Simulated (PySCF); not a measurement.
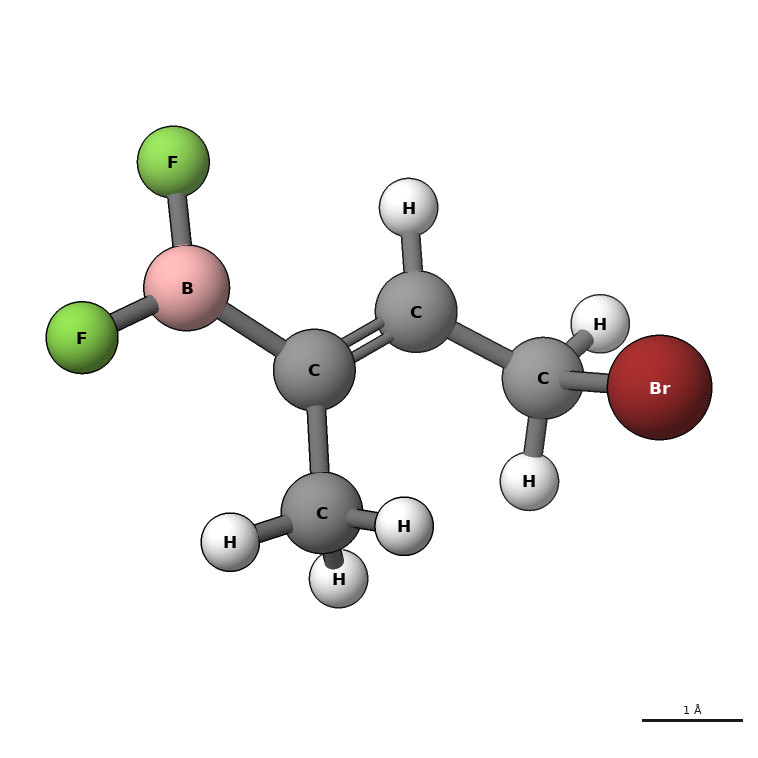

Rendered structure (ball-and-stick style). Double and triple bonds are drawn as two and three sticks.

The computed structure is the end point of a GFN2-xTB optimisation. No frequency run is at hand to confirm it as a minimum.

Give the formula.

Answer. C₄H₆BBrF₂, 14 atoms: 4 carbon, 6 hydrogen, 1 boron, 1 bromine and 2 fluorine.

Describe its rings.

Answer. It has no ring.

Write the SMILES.

Answer. C/C(=C\CBr)B(F)F

More results for the same structure follow; atom numbers are the same in all pictures, views and colours differ.

**Shape**

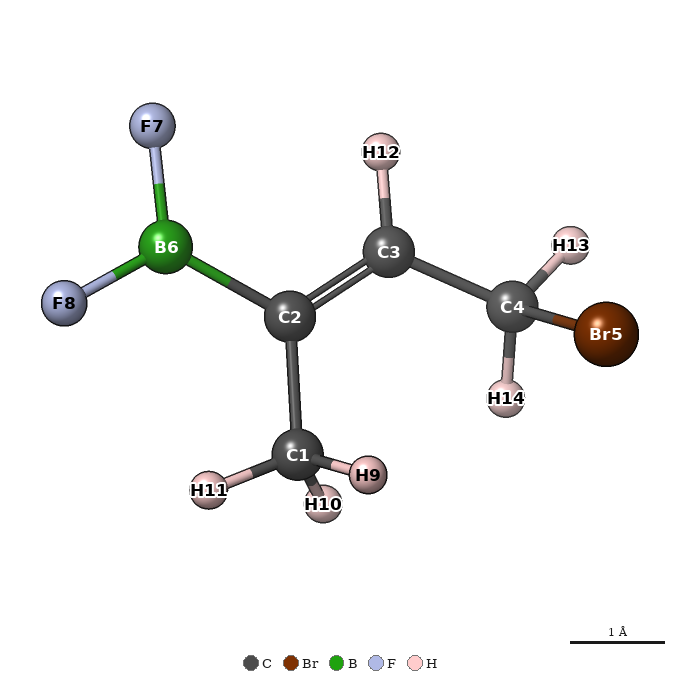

Numbered structure. No frequency run is at hand to confirm it as a minimum.

Give these bond angles: C2–C1–H9, C2–C1–H10, C2–C1–H11, C2–C3–C4, C2–B6–F7, C2–B6–F8, C3–C4–Br5, C3–C4–H13, C4–C3–H12, Br5–C4–H13, Br5–C4–H14, F7–B6–F8.

```
     angle  degrees
  C2–C1–H9    110.3
 C2–C1–H10    110.9
 C2–C1–H11    110.5
  C2–C3–C4    124.5
  C2–B6–F7    122.6
  C2–B6–F8    123.1
 C3–C4–Br5    110.3
 C3–C4–H13    112.5
 C4–C3–H12    116.2
Br5–C4–H13    105.2
Br5–C4–H14    104.8
  F7–B6–F8    114.2
```

**Electronic properties**

No frequency run is at hand to confirm it as a minimum. Level of theory: B3LYP/pcJ-1 (pcSseg-1 on Br), gas phase (PySCF 2.14.0).

Give the HOMO energy (Kohn–Sham orbital) at this level.

Answer. −7.56 eV.

Give the LUMO energy (Kohn–Sham orbital) at this level.

Answer. −2.17 eV.

Estimate the dipole moment.

Answer. 2.10 D.

**Spin–spin coupling**

No frequency run is at hand to confirm it as a minimum. Properties computed with B3LYP/pcJ-1 (pcSseg-1 on Br) indirect spin-spin coupling, non-relativistic, gas phase (PySCF 2.14.0). Isotopes: 11B, 13C, 19F, 1H.

Give the spin–spin coupling constants of these pairs, with the number of bonds between them: B6/F7, C1/B6, C1/F8, C1/F7, C3/F7, C3/F8, B6/H9, B6/H11, B6/H10.

```csv
pair,bonds apart,J (Hz)
"B6, F7",1,−121.1
"C1, B6",2,3.4
"C1, F8",3,−2.2
"C1, F7",3,4.5
"C3, F7",3,1.6
"C3, F8",3,16.2
"B6, H9",3,3.6
"B6, H11",3,6.0
"B6, H10",3,3.8
```

Density functionals are unreliable for couplings to fluorine, so those rows may be far off.

**Quadrupole coupling**

No frequency run is at hand to confirm it as a minimum. Electric field gradients from the ground-state density, B3LYP/pcJ-1 (pcSseg-1 on Br) (PySCF 2.14.0), non-relativistic apart from any core potentials.

Give the largest field-gradient component, the quadrupole coupling constant and the asymmetry for 79Br at Br5 (Q = 313 mb), 11B at B6 (Q = 40.59 mb), 2H at H9 (Q = 2.86 mb), 2H at H10 (Q = 2.86 mb), 2H at H11 (Q = 2.86 mb), 2H at H12 (Q = 2.86 mb).

```csv
atom,V_zz (a.u.),e²qQ/h (MHz),η
Br5,8.157,599.9,0.02
B6,0.320,3.05,0.76
H9,0.294,0.198,0.03
H10,0.302,0.203,0.04
H11,0.302,0.203,0.04
H12,0.308,0.207,0.08
```

The geometry is semi-empirical. Around B, Br such bond lengths and angles can be off by a tenth of an ångström or more and by several degrees, and values that hang on the shape move with them.
